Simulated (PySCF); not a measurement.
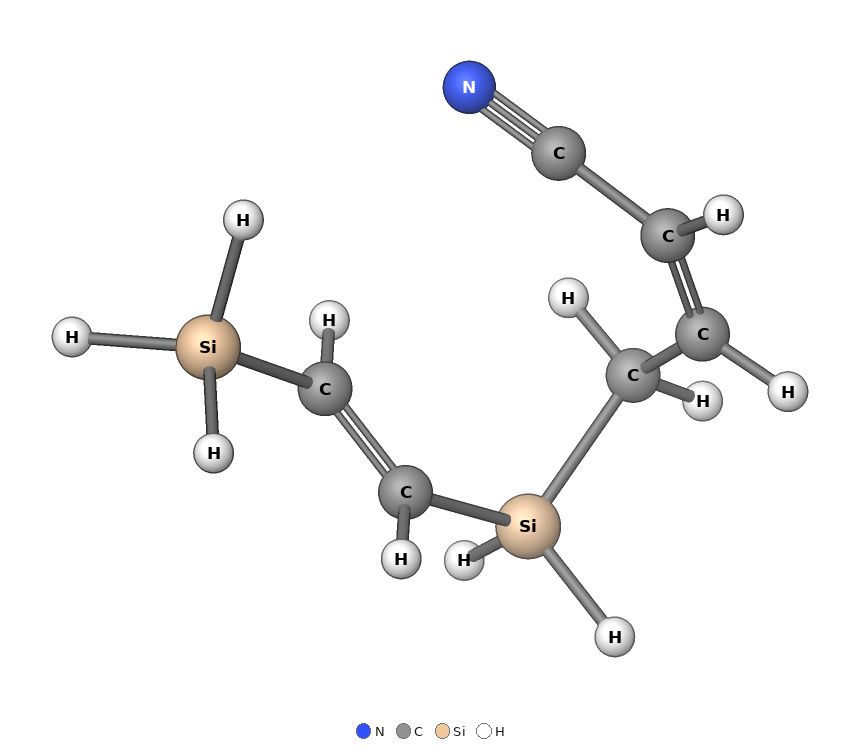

The picture shows a molecular structure as a ball-and-stick model. Double and triple bonds are drawn as two and three sticks.

The computed structure is the end point of a PBE0-D3(BJ)/def2-SVP optimisation. No frequency run is at hand to confirm it as a minimum.

> What is the molecular formula?

C₆H₁₁NSi₂, 20 atoms: 6 carbon, 11 hydrogen, 1 nitrogen and 2 silicon.

> Give the symmetry (Schoenflies symbol).

C1.

The parts below concern this one geometry. Atoms keep their numbers from picture to picture.

**Dipole moment**

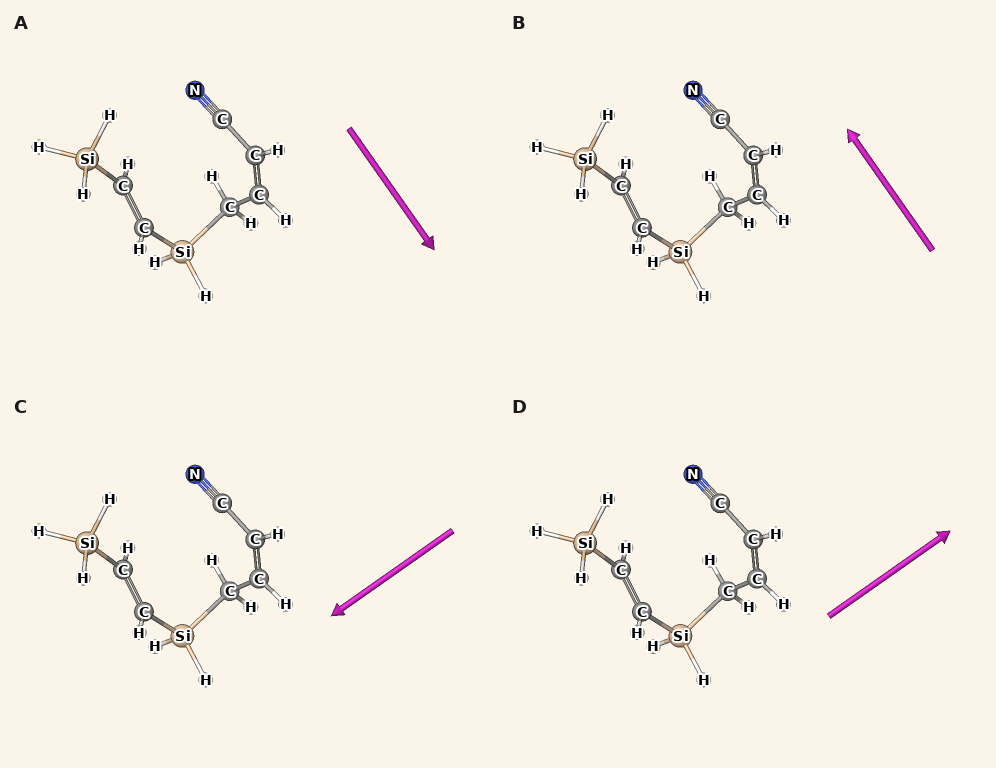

The same molecule four times, each with an arrow. No frequency run is at hand to confirm it as a minimum. Properties computed with PBE0/pcSseg-1 in acetone (IEF-PCM) (PySCF 2.14.0).

> Which arrow points along the dipole moment, from the negative to the positive end?

A. The dipole moment is 5.37 D.

**Excitation**

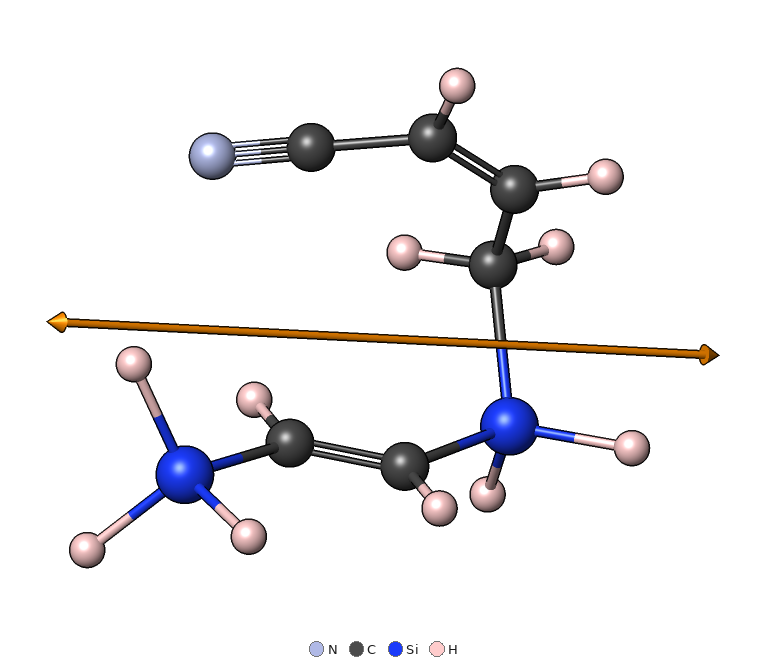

The double arrow shows the direction of the transition dipole to excited singlet state 7 (its length means nothing). No frequency run is at hand to confirm it as a minimum. Level of theory: TDDFT B3LYP/def2-SVPD, vertical, gas phase, core orbitals frozen in the response (PySCF 2.14.0).

> Where does the transition lie, and how strong is it?

6.27 eV (198 nm), oscillator strength 0.42, mainly HOMO−1 → LUMO+1 (weight 0.70); transition dipole 4.18 D.

**Polarisability**

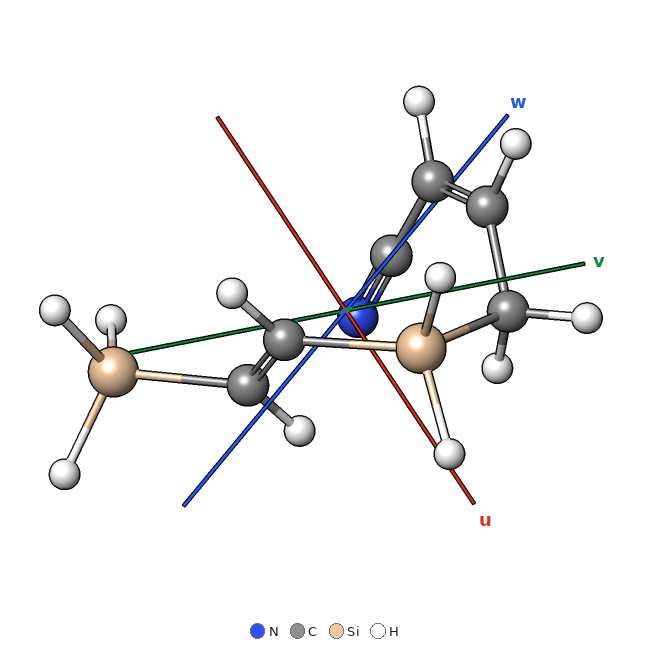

The lines u, v and w are the principal axes of the static dipole polarisability. No frequency run is at hand to confirm it as a minimum. Method: B3LYP/def2-SVPD (PySCF 2.14.0).

> Along which axis is the molecule most polarisable, and along which least?

Most along v, least along u.

> Give the three principal values.

u 107.8, v 166.2, w 122.7 bohr³; mean 132.2, anisotropy 52.5 bohr³.
